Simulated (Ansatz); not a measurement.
# F$_{2}$H$_{4}$OW: what the fields show

The calculation's input:

```
crystal:
  periodic: [false, false, false]
  atoms:
    - { symbol: W, position_ang: [-0.300336, -0.231849, -0.7251] }
    - { symbol: O, position_ang: [0.715491, 0.153763, 2.209095] }
    - { symbol: H, position_ang: [0.798817, -0.802716, 2.399357] }
    - { symbol: H, position_ang: [1.449447, 0.299469, 1.556486] }
    - { symbol: H, position_ang: [0.264, 1.222536, -0.10893] }
    - { symbol: H, position_ang: [-1.576909, 0.52305, 0.061707] }
    - { symbol: F, position_ang: [0.127014, -1.769539, 0.211427] }
    - { symbol: F, position_ang: [-0.448724, 0.193887, -2.496842] }
basis:
  gaussian: { orbitals: def2-SVP }
hamiltonian:
  xc: pbe
  dispersion: d4
relax:
  f_tol: 0.03
  max_steps: 50
output:
  orbitals: {}
```

Launched as:

```sh
ansatz run input.yaml --threads 2 --pin off --max-ram 3072MiB --backend cpu --events-out ev --progress --plain --runs-dir out
```

The fields are those of the run's last geometry, not of the input's.

Core potentials replace the inner electrons of W.

The calculation used Ansatz, RKS PBE-D4/def2-SVP.

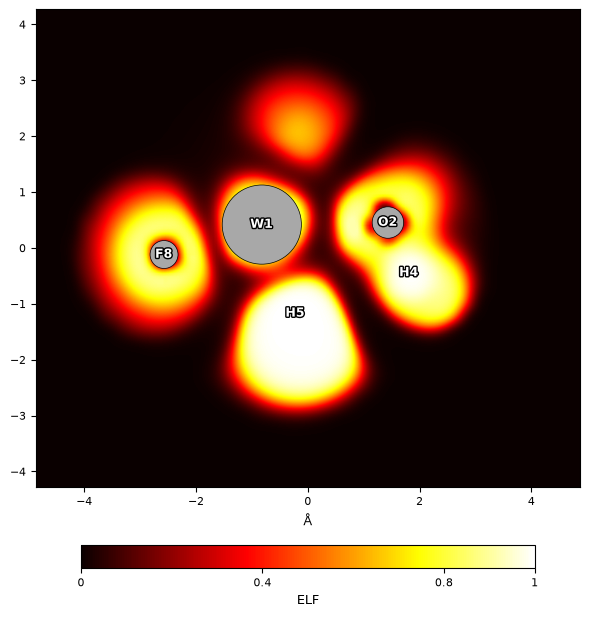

Figure 1. Electron localisation function on the plane of atoms W1, O2 and H4. Grey discs cover the atomic cores.

Read the bonding off the picture.

- The plane passes through W, O, H and F nuclei.
- W–F (1.83 Å): the ELF peaks at about 0.85 in the valence shell of F, 0.5 Å from its nucleus, and drops to about 0.20 between the two atoms.
- W–O (2.26 Å): the ELF peaks at about 0.90 in the valence shell of O, 0.7 Å from its nucleus, and drops to about 0.10 between the two atoms.
- O–H (0.98 Å): the ELF climbs to about 1 towards the hydrogen, as it does in any bond to H: an ordinary covalent bond to hydrogen.
- W–H (1.70 Å): the ELF climbs to about 1 towards the hydrogen.

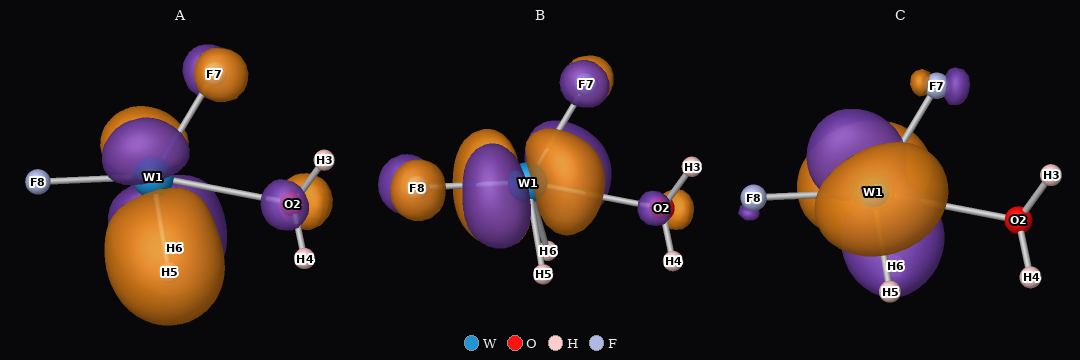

Figure 2. Three frontier orbitals at ±0.15 Å⁻³ᐟ² (orange and purple are the two phases), in no order.

Which picture is the HOMO−1, the HOMO and the LUMO?

A is the HOMO−1 (−6.82 eV). By Hirshfeld shares it lies mainly on W1 (about 45 %), H5 (about 25 %) and H6 (about 20 %). C is the HOMO (−3.87 eV). Its weight (Hirshfeld) is mainly on W1 (about 85 %). B is the LUMO (−3.20 eV). By Hirshfeld shares it lies mainly on W1 (about 75 %) and F8 (about 10 %).

What is the HOMO–LUMO gap?

0.67 eV between the orbital energies.
